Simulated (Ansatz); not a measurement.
# Geometry relaxation, with input and output: BPH5Cl

- system: BPH5Cl
- method: RKS PBE0/6-31G* (Ansatz 0.2.0)

The input holds or restrains some coordinates. Forces given for the steps count only the free coordinates. It belongs to a series of runs on one base structure; here: pulled along the bonds that form and break, towards end A. Figures and captions count atoms from 1; the log counts them from 0 in places.

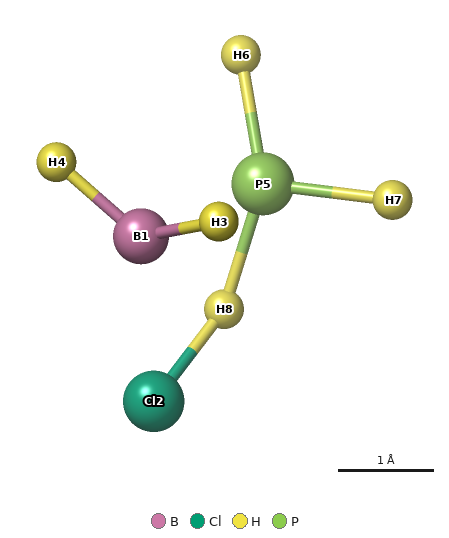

*The structure as given in the input (ball-and-stick view, seen at a tilt; atoms are numbered from 1 in the order of the input).*

## Summary

```json
{"quantity": "outcome", "value": "converged under the restraints of the input"}
{"quantity": "total energy", "value": "−22559.1493 eV"}
{"quantity": "mean-field energy", "value": "−22559.1493 eV"}
{"quantity": "largest force (length of the vector) at the end, held atoms and coordinates included", "value": "1.329 eV/Å"}
{"quantity": "hardware", "value": "1 thread of Arm Neoverse V2, 24 GiB of memory available, shared host"}
{"quantity": "wall time", "value": "22 s"}
{"quantity": "peak memory", "value": "0.13 GiB"}
```

## Input
```yaml
crystal:
  periodic: [false, false, false]
  atoms:
    - { symbol: B, position_ang: [0.0, 0.0, 0.0] }
    - { symbol: Cl, position_ang: [0.0, 0.0, 2.21] }
    - { symbol: H, position_ang: [1.0305, 0.0, -0.595] }
    - { symbol: H, position_ang: [-1.0305, 0.0, -0.595] }
    - { symbol: P, position_ang: [0.0924, -2.0952, 0.6969] }
    - { symbol: H, position_ang: [-0.6759, -2.9172, -0.1694] }
    - { symbol: H, position_ang: [1.442, -2.5368, 0.6936] }
    - { symbol: H, position_ang: [0.0567, -1.2871, 1.8353] }
basis:
  gaussian: { orbitals: "6-31G*" }
hamiltonian:
  xc: pbe0
relax:
  f_tol: 0.15
  max_steps: 25
  restrain:
    - { distance: [0, 4], at: 3.11, k: 30.0 }
    - { distance: [7, 1], at: 2.57, k: 30.0 }
    - { distance: [0, 1], at: 1.86, k: 30.0 }
    - { distance: [7, 4], at: 1.42, k: 30.0 }
```

Launched with:
```bash
ansatz run input.yaml --threads 1 --pin off --max-ram 2048MiB --backend cpu --events-out ev --progress --plain --runs-dir out
```

## The program's output
```
The last accepted step is kept in [file] (removed where the run ends without a failure and the disk answers)
Engine: ansatz 0.2.0, aarch64-unknown-linux-gnu
Functional definition: PBE0
  parameter a = 0.25
  parameter kappa = 0.804
  parameter beta = 0.06672455060314922
  exchange = (1 - a)*pbe_x(kappa = kappa, mu = beta*pi^2/3) + a*exact_x
  correlation = pbe_c(beta = beta)
695 factors; integrals over basis functions are off by at most 7.5e-4 eV
mean field evaluation 1: about -22555.1217 eV, gradient 1.3e1 eV
mean field evaluation 2: about -22555.3939 eV, gradient 9.2e0 eV
mean field evaluation 4: about -22555.6770 eV, gradient 5.2e-1 eV
mean field evaluation 8: about -22555.6950 eV, gradient 2.1e-2 eV
mean field evaluation 16: about -22555.6950 eV, gradient 1.8e-5 eV
mean field -22555.69502788 eV, -828.9065034753 hartree, gradient 1.8e-5 eV, S^2 0.000000; 0 other end points of the search recorded, 0 dependent functions left out
the calculation of the forces begins
reference -22555.69504939 eV, -828.9065042658 hartree; 21, 21 occupied and 42, 42 virtual orbitals, 695 factors
relax step   1: F+E_penalty+E_count = -22555.69502788 eV  Δ(F+E_penalty+E_count) = +0.000e0 eV  max|allowed force component| = 6.997e0 eV/Å  E_restraint = 36.62563427 eV  max|allowed force component, restraints' pulls added| = 4.234e1 eV/Å  Δτ_max = 0.0000 Å  (25 SCF iters, accepted)
  distance B 0 - P 4 = 2.2100 Å
  distance H 7 - Cl 1 = 1.3417 Å
  distance B 0 - Cl 1 = 2.2100 Å
  distance H 7 - P 4 = 1.3965 Å
these checks for a lower state are left out or cut short: starts, cluster_reference, orbital_swaps, neighbouring_geometries, increment
695 factors; integrals over basis functions are off by at most 6.5e-4 eV
mean field -22556.37096904 eV, -828.9313438548 hartree, gradient 6.1e-5 eV, S^2 0.000000; 0 other end points of the search recorded, 0 dependent functions left out
[... from here on the field's lines of each further geometry are left out, up to the last ...]
relax step   2: F+E_penalty+E_count = -22556.37096904 eV  Δ(F+E_penalty+E_count) = -6.759e-1 eV  max|allowed force component| = 3.344e0 eV/Å  E_restraint = 19.68846634 eV  max|allowed force component, restraints' pulls added| = 2.909e1 eV/Å  Δτ_max = 0.1949 Å  (30 SCF iters, accepted)
relax step   3: F+E_penalty+E_count = -22556.58584783 eV  Δ(F+E_penalty+E_count) = -2.149e-1 eV  max|allowed force component| = 2.852e0 eV/Å  E_restraint = 8.22270251 eV  max|allowed force component, restraints' pulls added| = 1.803e1 eV/Å  Δτ_max = 0.1949 Å  (29 SCF iters, accepted)
relax step   4: F+E_penalty+E_count = -22556.90962595 eV  Δ(F+E_penalty+E_count) = -3.238e-1 eV  max|allowed force component| = 2.648e0 eV/Å  E_restraint = 1.96938900 eV  max|allowed force component, restraints' pulls added| = 8.412e0 eV/Å  Δτ_max = 0.1917 Å  (27 SCF iters, accepted)
relax step   5: F+E_penalty+E_count = -22557.65188601 eV  Δ(F+E_penalty+E_count) = -7.423e-1 eV  max|allowed force component| = 1.571e0 eV/Å  E_restraint = 0.04450667 eV  max|allowed force component, restraints' pulls added| = 2.287e0 eV/Å  Δτ_max = 0.1949 Å  (28 SCF iters, accepted)
relax step   6: F+E_penalty+E_count = -22558.47615823 eV  Δ(F+E_penalty+E_count) = -8.243e-1 eV  max|allowed force component| = 1.644e0 eV/Å  E_restraint = 0.07110668 eV  max|allowed force component, restraints' pulls added| = 1.710e0 eV/Å  Δτ_max = 0.1947 Å  (27 SCF iters, accepted)
relax step   7: F+E_penalty+E_count = -22558.88447676 eV  Δ(F+E_penalty+E_count) = -4.083e-1 eV  max|allowed force component| = 2.021e0 eV/Å  E_restraint = 0.11231385 eV  max|allowed force component, restraints' pulls added| = 2.366e0 eV/Å  Δτ_max = 0.1950 Å  (27 SCF iters, accepted)
relax step   8: F+E_penalty+E_count = -22559.13405737 eV  Δ(F+E_penalty+E_count) = -2.496e-1 eV  max|allowed force component| = 1.082e0 eV/Å  E_restraint = 0.04810523 eV  max|allowed force component, restraints' pulls added| = 7.394e-1 eV/Å  Δτ_max = 0.1993 Å  (27 SCF iters, accepted)
the calculation of the forces begins
reference -22559.14931806 eV, -829.0334462981 hartree; 21, 21 occupied and 42, 42 virtual orbitals, 697 factors
relax step   9: F+E_penalty+E_count = -22559.14929622 eV  Δ(F+E_penalty+E_count) = -1.524e-2 eV  max|allowed force component| = 1.099e0 eV/Å  E_restraint = 0.02712517 eV  max|allowed force component, restraints' pulls added| = 1.245e-1 eV/Å  Δτ_max = 0.1250 Å  (26 SCF iters, accepted)
```

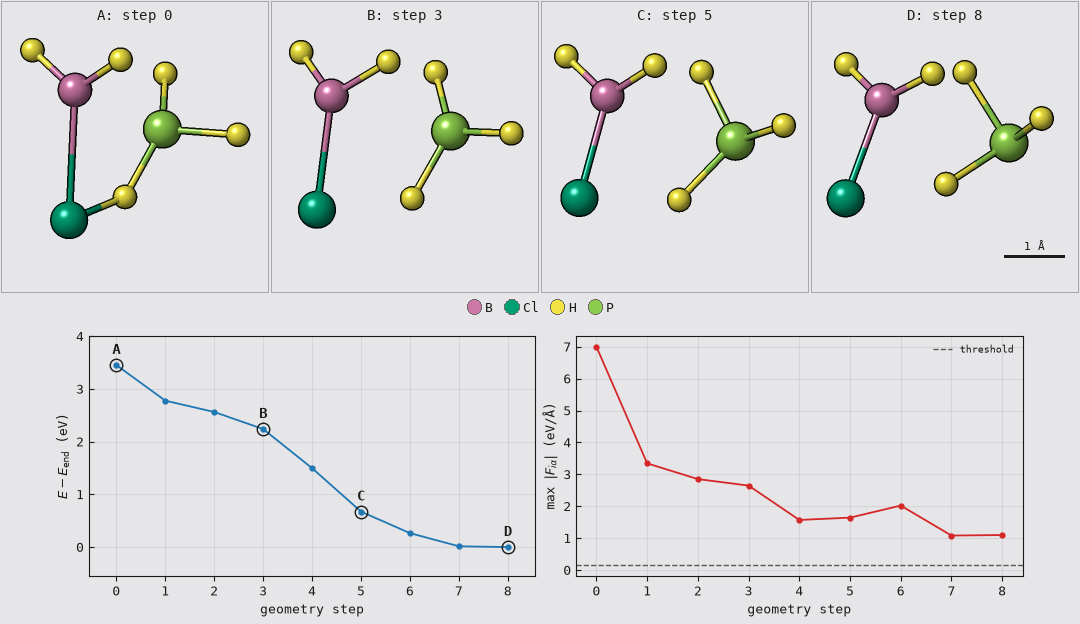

*Frames of the restrained relaxation (ball-and-stick view, seen at a tilt) above the curves, on which the letters mark them (the first geometry is step 0 here and step 1 in the log).*

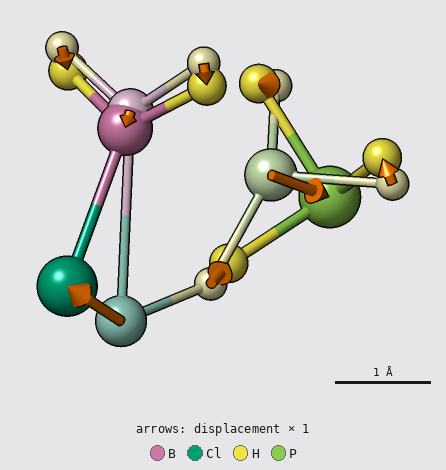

*Start (faint) and end (solid) with the displacements as orange arrows, at true length (ball-and-stick view, seen at a tilt). The two geometries are laid on each other by the best rigid fit.*

The atom that moves furthest after the best rigid fit is Cl2 (0.92 Å). Largest moves by element: Cl 0.92 Å, P 0.87 Å, H 0.51 Å, B 0.19 Å. Among the contacts that change: Cl2–H8 1.342 → 2.577 Å, B1–Cl2 2.210 → 1.819 Å, P5–H8 1.397 → 1.420 Å. Bonds break: Cl2–H8 (1.34 → 2.58 Å). Among the angles that change: H6–P5–H8 144.9° → 93.8°, H6–P5–H7 109.4° → 93.2°, H7–P5–H8 101.9° → 92.8°. The energy falls by 3.454 eV in 8 geometry steps. Largest force component: 7 eV/Å at the start, 1.1 eV/Å at the end. (Atoms are counted from 1 in the order of the input.)

```
  distance B 0 - P 4 = 3.1181 Å
  distance H 7 - Cl 1 = 2.5772 Å
  distance B 0 - Cl 1 = 1.8189 Å
  distance H 7 - P 4 = 1.4197 Å
697 factors; integrals over basis functions are off by at most 7.1e-4 eV
mean field -22559.14929622 eV, -829.0334454954 hartree, gradient 7.4e-6 eV, S^2 0.000000; 1 other end points of the search recorded, 0 dependent functions left out
the calculation of the forces begins
reference -22559.14931806 eV, -829.0334462981 hartree; 21, 21 occupied and 42, 42 virtual orbitals, 697 factors
Total energy: -22559.14931806 eV, -829.0334462981 hartree
Atom 0 at     0.005514     0.082303     0.159958 Å, force    -0.001888     0.763885     1.087185 eV/Å
Atom 1 at    -0.016984     0.849163     1.809130 Å, force     0.010181    -0.292580    -1.098837 eV/Å
Atom 2 at     1.063766    -0.016308    -0.373222 Å, force     0.024389    -0.054564     0.014800 eV/Å
Atom 3 at    -1.044977    -0.127262    -0.354344 Å, force    -0.048828    -0.034374     0.014843 eV/Å
Atom 4 at     0.184562    -2.927390     0.955127 Å, force     0.036981    -0.138453     0.016857 eV/Å
Atom 5 at    -0.565139    -2.561700    -0.191274 Å, force    -0.077099    -0.035046    -0.049227 eV/Å
Atom 6 at     1.393357    -2.413723     0.425117 Å, force     0.124476    -0.055195    -0.024884 eV/Å
Atom 7 at    -0.104899    -1.721384     1.645907 Å, force    -0.068212    -0.153673     0.039262 eV/Å
Dipole moment:     0.029505    -0.099986    -0.262817 e Å
```

## Trajectory as extended XYZ (Å, eV, eV/Å), 9 frames, from step=1 to step=9
```
8
Properties=species:S:1:pos:R:3:forces:R:3 step=1 energy=-22555.69503
B     0.0000    0.0000    0.0000    0.3801  -3.9045   0.4963
Cl    0.0000    0.0000    2.2100    0.1285   6.9970   1.1458
H     1.0305    0.0000   -0.5950    0.3986   1.2686   0.5656
H    -1.0305    0.0000   -0.5950   -0.4519   0.9079   0.6512
P     0.0924   -2.0952    0.6969    0.3965  -2.1305  -4.9749
H    -0.6759   -2.9172   -0.1694    0.3385  -0.4299   0.2288
H     1.4420   -2.5368    0.6936   -0.2265  -0.2273  -0.5745
H     0.0567   -1.2871    1.8353   -0.9638  -2.4813   2.4617
8
Properties=species:S:1:pos:R:3:forces:R:3 step=2 energy=-22556.37097
B    -0.0025    0.1191    0.0272    0.3277  -3.3444   0.9538
Cl   -0.0041    0.1917    2.1752    0.1065   2.7857  -1.2228
H     1.0312    0.0140   -0.5868    0.0953   1.0830   0.7431
H    -1.0327    0.0104   -0.5865   -0.1997   0.8262   0.7651
P     0.0997   -2.2556    0.7107    1.1502   0.9914  -2.0338
H    -0.6808   -2.9353   -0.1789   -0.5527  -1.0824  -0.1746
H     1.4521   -2.5467    0.6865    0.3568  -0.7222  -0.5937
H     0.0523   -1.4339    1.8289   -1.2842  -0.5372   1.5630
8
Properties=species:S:1:pos:R:3:forces:R:3 step=3 energy=-22556.58585
B    -0.0053    0.2270    0.0633    0.3021  -2.8516   0.9278
Cl   -0.0078    0.3765    2.1134    0.0237   1.5127  -2.2098
H     1.0284    0.0235   -0.5764   -0.2926   1.0994   0.9570
H    -1.0314    0.0182   -0.5764    0.1552   0.8900   0.9472
P     0.1187   -2.3738    0.7186    1.2604   1.3267  -0.4142
H    -0.6903   -2.9479   -0.1821   -1.0447  -1.0171  -0.5768
H     1.4615   -2.5569    0.6801    1.0003  -0.8318  -0.7303
H     0.0415   -1.6029    1.8358   -1.4043  -0.1283   1.0991
8
Properties=species:S:1:pos:R:3:forces:R:3 step=4 energy=-22556.90963
B    -0.0080    0.3173    0.0957    0.2658  -2.6481   0.5141
Cl   -0.0092    0.5466    2.0249   -0.0141   0.8658  -2.3190
H     1.0207    0.0425   -0.5586   -0.4886   1.1613   1.0647
H    -1.0262    0.0343   -0.5592    0.3420   0.9966   1.0458
P     0.1453   -2.4887    0.7308    0.7385   0.7287   0.6596
H    -0.7096   -2.9606   -0.1942   -0.8648  -0.4957  -0.6499
H     1.4858   -2.5714    0.6656    1.2919  -0.6288  -0.8945
H     0.0165   -1.7563    1.8714   -1.2706   0.0202   0.5793
8
Properties=species:S:1:pos:R:3:forces:R:3 step=5 energy=-22557.65189
B    -0.0083    0.3324    0.0897    0.1630  -1.5711   0.5398
Cl   -0.0028    0.6899    1.8930   -0.0326   0.4896  -1.4747
H     1.0191    0.1092   -0.5202   -0.1463   0.7078   0.5426
H    -1.0305    0.0920   -0.5196    0.0768   0.6166   0.5697
P     0.1738   -2.6399    0.7991    0.7204  -0.7395   0.8243
H    -0.7487   -2.9584   -0.2336    0.4817   0.6700   0.4172
H     1.5766   -2.5908    0.6085   -0.6679   0.0373  -0.6142
H    -0.0640   -1.8707    1.9595   -0.5951  -0.2106  -0.8046
8
Properties=species:S:1:pos:R:3:forces:R:3 step=6 energy=-22558.47616
B    -0.0017    0.1886    0.1043    0.0303   0.5439   0.4776
Cl   -0.0009    0.7556    1.8284   -0.0063  -0.0553  -1.0228
H     1.0391    0.1586   -0.4940   -0.0715  -0.1182   0.3155
H    -1.0477    0.1313   -0.4863    0.0933  -0.1739   0.3536
P     0.2165   -2.8026    0.8971   -0.3755  -1.6439   1.0523
H    -0.6955   -2.8519   -0.2041    0.5749   0.8814   0.3021
H     1.5464   -2.5557    0.5220   -0.2784   0.6253  -0.4375
H    -0.1410   -1.8603    1.9089    0.0331  -0.0592  -1.0407
8
Properties=species:S:1:pos:R:3:forces:R:3 step=7 energy=-22558.88448
B     0.0094    0.0463    0.1285   -0.0787   2.0210   0.3427
Cl   -0.0059    0.7937    1.7843    0.0351  -0.4948  -0.8206
H     1.0620    0.1279   -0.4552   -0.2011  -0.6466   0.2772
H    -1.0528    0.0923   -0.4457    0.2620  -0.6831   0.2773
P     0.2386   -2.9657    0.9910   -0.5398   0.4558  -0.5596
H    -0.6348   -2.6690   -0.1742    0.8114  -0.0466   0.9467
H     1.4725   -2.4383    0.4407   -0.6953   0.0693   0.2565
H    -0.1738   -1.8235    1.8071    0.4064  -0.6750  -0.7204
8
Properties=species:S:1:pos:R:3:forces:R:3 step=8 energy=-22559.13406
B     0.0216    0.0897    0.1381   -0.1999   0.7485   0.8714
Cl   -0.0171    0.8112    1.8043    0.0368  -0.2596  -1.0819
H     1.0791    0.0228   -0.4064    0.0005  -0.0791   0.0802
H    -1.0320   -0.1006   -0.3999    0.1534  -0.0430   0.1500
P     0.2081   -2.9228    0.9484   -0.0871  -0.0524  -0.0606
H    -0.6219   -2.5730   -0.1703    0.2630   0.0112   0.2682
H     1.4208   -2.3797    0.4151   -0.3086   0.0301   0.0943
H    -0.1433   -1.7839    1.7471    0.1420  -0.3558  -0.3217
8
Properties=species:S:1:pos:R:3:forces:R:3 step=9 energy=-22559.14930
B     0.0055    0.0823    0.1600   -0.0019   0.7639   1.0872
Cl   -0.0170    0.8492    1.8091    0.0102  -0.2926  -1.0988
H     1.0638   -0.0163   -0.3732    0.0244  -0.0546   0.0148
H    -1.0450   -0.1273   -0.3543   -0.0488  -0.0344   0.0148
P     0.1846   -2.9274    0.9551    0.0370  -0.1385   0.0169
H    -0.5651   -2.5617   -0.1913   -0.0771  -0.0350  -0.0492
H     1.3934   -2.4137    0.4251    0.1245  -0.0552  -0.0249
H    -0.1049   -1.7214    1.6459   -0.0682  -0.1537   0.0393
```
